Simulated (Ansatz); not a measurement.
**CH5AlClNO: density, localisation and related maps**

```csv
atom,x (Å),y (Å),z (Å)
Al,-0.7526,-0.8200,-0.5081
O,-0.6401,-1.9511,-1.7631
N,0.6398,0.1840,-0.1190
C,0.7630,1.1938,0.9062
H,1.4903,0.0663,-0.6607
Cl,-2.5191,-0.5780,0.6095
H,-1.3379,-2.5315,-2.0682
H,0.9911,2.1942,0.4942
H,1.5484,0.9567,1.6476
H,-0.1830,1.2856,1.4617
```

Level of theory: RKS PBE0-D4/def2-SVP in Ansatz.

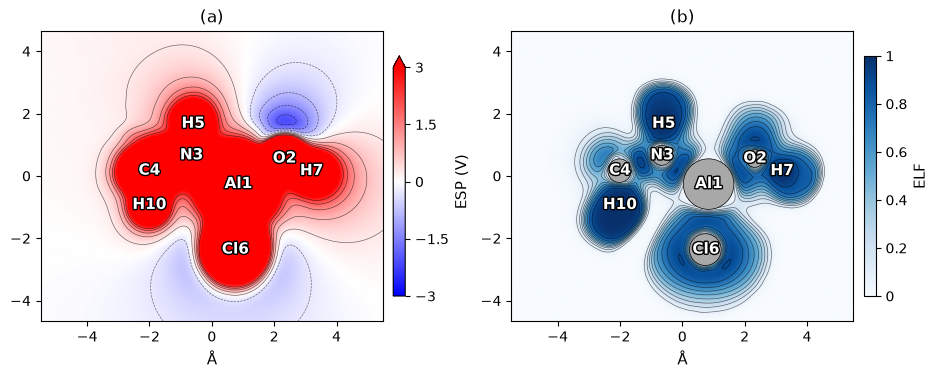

Figure 1. (a) electrostatic potential; (b) ELF on the plane of atoms Al1, O2 and H7. Grey discs cover the atomic cores in the ELF map.

**What does the map show?**

- The plane passes through Al, O, N, C, H and Cl nuclei.
- C–N (1.44 Å): the ELF peaks at about 0.95 between the atoms (localised, covalent bonding).
- Al–O (1.69 Å): the ELF peaks at about 0.85 in the valence shell of O, 0.6 Å from its nucleus, and is about 0.40 at the midpoint.
- Al–N (1.76 Å): the ELF peaks at about 0.90 in the valence shell of N, 0.7 Å from its nucleus, and is about 0.60 at the midpoint.
- Al–Cl (2.10 Å): the ELF peaks at about 0.90 in the valence shell of Cl, 0.9 Å from its nucleus, and is about 0.80 at the midpoint.
- O–H (0.96 Å): the ELF climbs to about 1 towards the hydrogen, as it does in any bond to H (a covalent bond by its length).
- The ELF also peaks beside Cl6 and O2, away from the bonds: lone-pair regions.
- Outside the dense part of the molecule the potential is most negative (−2.1 V) near O2.

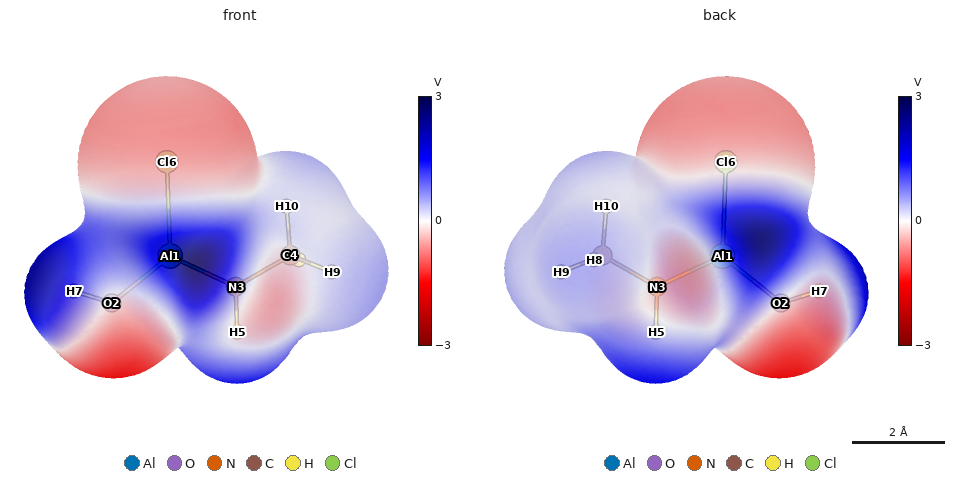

Figure 2. The electrostatic potential painted on the density surface at 0.002 e/bohr³, seen from the front and from behind; the colour scale runs from red (negative) to blue (positive).

**Where is the surface potential most negative and most positive?**

The most negative region (about −1.4 V) lies over O2, the most positive (about +2.7 V) over Al1. O2 is the likeliest acceptor of a hydrogen bond.

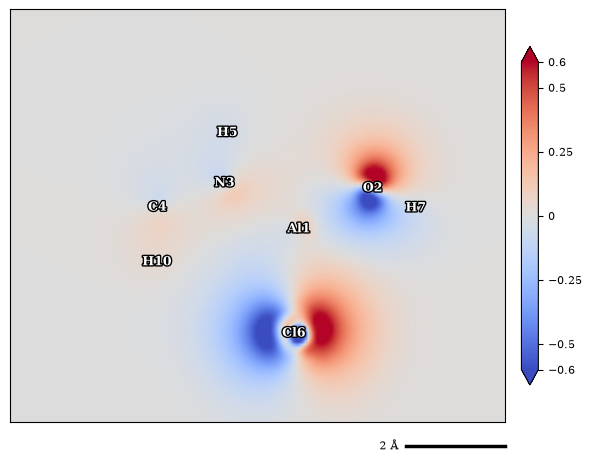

Figure 3. The HOMO−1 on the plane of atoms N3, Al1 and Cl6 (values in Å⁻³ᐟ²; the overall sign is arbitrary).

**Describe this orbital and give its energy.**

It lies mainly on Cl6 (about 75 %) and O2 (about 20 %); largely a lone pair of Cl6. Its energy is −8.83 eV.
